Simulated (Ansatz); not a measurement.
**PH (SMILES [PH]) at U-r2SCAN0/3-21G**

What is the vertical ionisation energy of PH at U-r2SCAN0/3-21G? 

Program for the calculation: Ansatz 0.2.0.

57 further runs of the same task are left out: 57 set aside as unsound or not needed.

**1. The structure to begin with**

PH: 2 atoms, total charge 0, spin state triplet. SMILES: `[PH]`. Geometry: relaxed at GFN2-xTB.

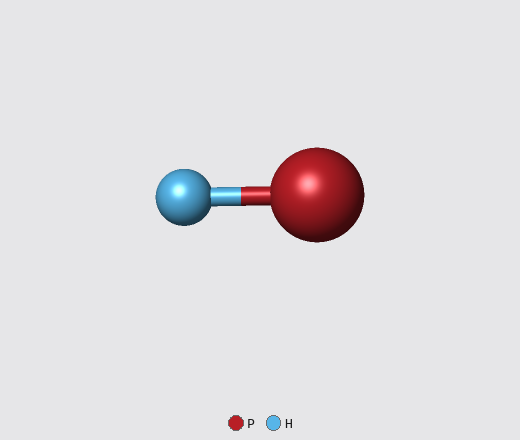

The structure, seen from a chosen angle (phosphorus red, hydrogen blue).

**2. A single-point energy at U-r2SCAN0/3-21G**

The input, in.yaml:

```yaml
crystal:
  periodic: [false, false, false]
  atoms:
    - {symbol: P, position_ang: [0.000000, 0.000000, 0.000000]}
    - {symbol: H, position_ang: [0.000000, 0.000000, 1.399070]}
basis:
  gaussian: {orbitals: 3-21G.json}
magnetization: {spin_polarized: true, initial_magnetization: 2}
hamiltonian: {xc: {name: r2SCAN0}}
accuracy: high
```

The basis set 3-21G is read from a file made from the Basis Set Exchange's data (not shown).

Launch:

```sh
ansatz run in.yaml --threads 1 --pin off --max-ram 2610MiB --events-out events.jsonl --progress --plain --runs-dir runs
```

The program printed:

```text
Warning: RAYON_NUM_THREADS=1 ignored (pool sized by the plan → 1); use --threads N
Functional definition: r2SCAN0
  name "r2SCAN0"
  parameter a = 0.25
  parameter k0 = 0.174
  parameter k1 = 0.065
  parameter a1 = 4.9479
  exchange = (1 - a)*r2scan_x(k0 = k0, k1 = k1, a1 = a1) + a*exact_x
  correlation = r2scan_c
277 factors; integrals over basis functions are off by at most 2.2e-9 eV
mean field evaluation 1: about -9254.3051 eV, gradient 2.7e0 eV
mean field evaluation 2: about -9254.3735 eV, gradient 1.2e0 eV
mean field evaluation 4: about -9254.3859 eV, gradient 7.7e-2 eV
mean field evaluation 8: about -9254.3765 eV, gradient 5.0e-3 eV
mean field evaluation 16: about -9254.3765 eV, gradient 7.6e-8 eV
mean field -9254.37653762 eV, -340.0920649158 hartree, gradient 7.6e-8 eV, S^2 2.005381; 0 other end points of the search recorded, 0 dependent functions left out
reference -9254.37653830 eV, -340.0920649408 hartree; 9, 7 occupied and 6, 8 virtual orbitals, 277 factors
Total energy: -9254.37653830 eV, -340.0920649408 hartree
```

It took 1.9 s on 1 thread of Arm Neoverse V1, shared host; peak memory 0.14 GiB.

**3. The doublet cation**

The input, input.yaml:

```yaml
crystal:
  periodic: [false, false, false]
  atoms:
    - {symbol: P, position_ang: [0.000000, 0.000000, 0.000000]}
    - {symbol: H, position_ang: [0.000000, 0.000000, 1.399070]}
basis:
  gaussian:
    orbitals: 3-21G.json
total_charge: 1
magnetization:
  spin_polarized: true
  initial_magnetization: 1
hamiltonian:
  xc: {name: r2SCAN0}
accuracy: high
```

The basis set 3-21G is read from a file made from the Basis Set Exchange's data (not shown).

Launch:

```sh
ansatz run input.yaml --threads 1 --pin off --max-ram 2610MiB --events-out events.jsonl --progress --plain --runs-dir runs
```

The program printed, shortened:

```text
Warning: RAYON_NUM_THREADS=1 ignored (pool sized by the plan → 1); use --threads N
[... 8 set-up lines as earlier in the session ...]
276 factors; integrals over basis functions are off by at most 3.1e-9 eV
mean field evaluation 1: about -9243.7115 eV, gradient 3.6e0 eV
mean field evaluation 2: about -9243.7770 eV, gradient 1.0e0 eV
mean field evaluation 4: about -9243.7749 eV, gradient 2.1e-1 eV
mean field evaluation 8: about -9243.7756 eV, gradient 3.4e-3 eV
mean field evaluation 16: about -9243.7756 eV, gradient 2.2e-8 eV
mean field -9243.77556124 eV, -339.7024862193 hartree, gradient 1.7e-8 eV, S^2 0.751509; 1 other end points of the search recorded, 0 dependent functions left out
reference -9243.77556191 eV, -339.7024862443 hartree; 8, 7 occupied and 7, 8 virtual orbitals, 276 factors
Total energy: -9243.77556191 eV, -339.7024862443 hartree
```

Wall time 2.1 s (1 thread of Arm Neoverse V1, shared host); peak memory 0.14 GiB.

**4. Results**

At U-r2SCAN0/3-21G:

```
                                          quantity          value
                          triplet PH: total energy  -340.09206 Eh
                                  triplet PH: ⟨S²⟩          2.005
                      doublet cation: total energy  -339.70249 Eh
                              doublet cation: ⟨S²⟩          0.752
vertical ionisation energy (to the doublet cation)      10.601 eV
```

What this shows: The vertical ionisation energy comes to 10.60 eV (244 kcal/mol).
